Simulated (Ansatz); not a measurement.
System: ClF3H2W···HF.

Input file:

```
crystal:
  periodic: [false, false, false]
  atoms:
    - { symbol: W, position_ang: [-0.00283, -0.102095, -0.327719] }
    - { symbol: H, position_ang: [-0.402399, -0.041242, 1.335408] }
    - { symbol: Cl, position_ang: [2.086097, -0.269474, -1.263072] }
    - { symbol: H, position_ang: [0.78661, 1.097025, 0.555829] }
    - { symbol: F, position_ang: [-1.868863, -0.339595, -0.439885] }
    - { symbol: F, position_ang: [0.128766, -1.939063, 0.079116] }
    - { symbol: F, position_ang: [-0.415015, 1.335271, -1.448105] }
    - { symbol: F, position_ang: [1.614903, -0.873447, 2.137726] }
    - { symbol: H, position_ang: [0.763531, -1.25228, 2.147601] }
basis:
  gaussian: { orbitals: def2-SVP }
hamiltonian:
  xc: pbe
  dispersion: d4
relax:
  f_tol: 0.03
  max_steps: 50
output:
  orbitals: {}
```

Run with:

```sh
ansatz run input.yaml --threads 4 --pin off --max-ram 5120MiB --backend cpu --events-out ev --progress --plain --runs-dir out
```

The fields are those of the run's last geometry, not of the input's.

Core potentials replace the inner electrons of W.

Theory: RKS PBE-D4/def2-SVP in Ansatz 0.2.0.

Q: What can the converged electron density and electron localisation function tell about the bonding?

A: W1···F8 (2.60 Å): the density falls to about 0.17 e/Å³ on the way; the ELF is about 0.05 at the midpoint.
F–H (0.95 Å): ρ at the midpoint is about 4.4 e/Å³; the ELF climbs to about 1 towards the hydrogen, as it does in any bond to H; an ordinary covalent bond to hydrogen.
W–F (1.91 Å): the density is about 0.96 e/Å³ at the midpoint; the ELF peaks at about 0.85 in the valence shell of F, 0.5 Å from its nucleus, and drops to about 0.20 between the two atoms.
W–H (1.69 Å): ρ is about 1.7 e/Å³ halfway; the ELF climbs to about 1 towards the hydrogen.

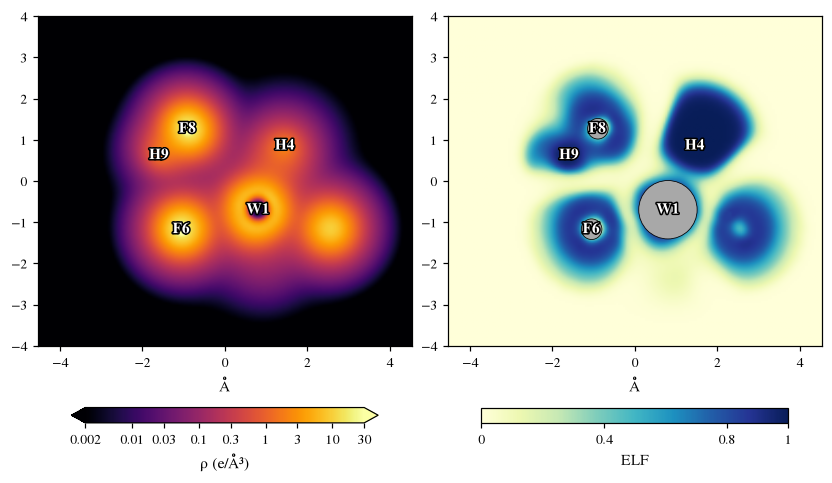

Computed electron density and electron localisation function on the plane of atoms H4, W1 and F6, in this order. Grey discs cover the atomic cores in the ELF map. 
